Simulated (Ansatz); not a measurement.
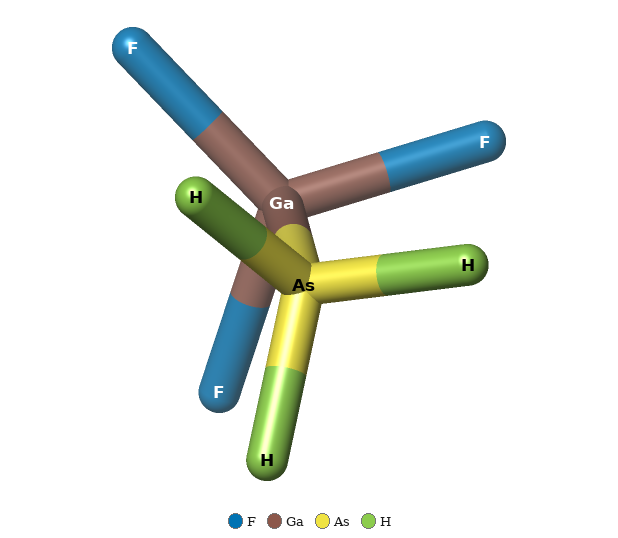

The structure as it stands in the input.

The calculation was set up as follows.

```yaml
crystal:
  periodic: [false, false, false]
  atoms:
    - {symbol: F, position_ang: [-0.086591, -1.747487, 1.722947]}
    - {symbol: Ga, position_ang: [0.746680, -1.216795, 0.275635]}
    - {symbol: F, position_ang: [2.353606, -0.547723, 0.478321]}
    - {symbol: F, position_ang: [0.430371, -2.106013, -1.200948]}
    - {symbol: As, position_ang: [-0.568209, 0.945773, -0.228250]}
    - {symbol: H, position_ang: [-1.672392, 1.340484, 0.710006]}
    - {symbol: H, position_ang: [-1.304068, 1.035336, -1.534291]}
    - {symbol: H, position_ang: [0.192804, 2.239425, -0.279220]}
basis:
  gaussian: {orbitals: cc-pVTZ}
hamiltonian: {xc: {name: B3LYP5}}
output: {forces: true}
```

Command:

```sh
ansatz run in.yaml --threads 4 --pin off --events-out ev --progress --plain --max-ram 10444MiB
```

Output:

```
Functional definition: B3LYP5
  name "B3LYP5"
  cite "Stephens, Devlin, Chabalowski & Frisch, J. Phys. Chem. 98, 11623 (1994) doi:10.1021/j100096a001"
  cite "Becke, Phys. Rev. A 38, 3098 (1988) doi:10.1103/PhysRevA.38.3098"
  cite "Lee, Yang & Parr, Phys. Rev. B 37, 785 (1988) doi:10.1103/PhysRevB.37.785"
  cite "Vosko, Wilk & Nusair, Can. J. Phys. 58, 1200 (1980) doi:10.1139/p80-159"
  parameter a0 = 0.2
  parameter ax = 0.72
  parameter ac = 0.81
  exchange = (1 - a0 - ax)*slater_x + ax*b88_x + a0*exact_x
  correlation = (1 - ac)*vwn5_c + ac*lyp_c
1418 factors; their error is unknown
mean field evaluation 1: about -121412.8166 eV, gradient 7.1e1 eV
mean field evaluation 2: about -121391.7155 eV, gradient 1.4e2 eV
mean field evaluation 4: about -121419.7900 eV, gradient 1.8e0 eV
mean field evaluation 8: about -121419.7989 eV, gradient 1.9e-2 eV
mean field evaluation 16: about -121420.2835 eV, gradient 4.1e-5 eV
mean field -121420.28348490 eV, -4462.1131164459 hartree, gradient 4.1e-5 eV, S^2 0.000000; 0 other end points of the search recorded, 0 dependent functions left out
the calculation of the forces begins
reference -121420.28377542 eV, -4462.1131271224 hartree; 47, 47 occupied and 171, 171 virtual orbitals, 1418 factors
Total energy: -121420.28377542 eV, -4462.1131271224 hartree
Atom 0 at    -0.086591    -1.747487     1.722947 Å, force    -0.120204    -0.091022     0.221014 eV/Å
Atom 1 at     0.746680    -1.216795     0.275635 Å, force     0.030811    -0.052046     0.013879 eV/Å
Atom 2 at     2.353606    -0.547723     0.478321 Å, force     0.250407     0.089745     0.032592 eV/Å
Atom 3 at     0.430371    -2.106013    -1.200948 Å, force    -0.039725    -0.146163    -0.221200 eV/Å
Atom 4 at    -0.568209     0.945773    -0.228250 Å, force    -0.052315     0.086253    -0.020198 eV/Å
Atom 5 at    -1.672392     1.340484     0.710006 Å, force    -0.041966     0.032123     0.020106 eV/Å
Atom 6 at    -1.304068     1.035336    -1.534291 Å, force    -0.033506     0.024750    -0.039367 eV/Å
Atom 7 at     0.192804     2.239425    -0.279220 Å, force     0.006497     0.056360    -0.006825 eV/Å
Dipole moment:    -0.644690     1.059979    -0.246708 e Å
```

The run converged.
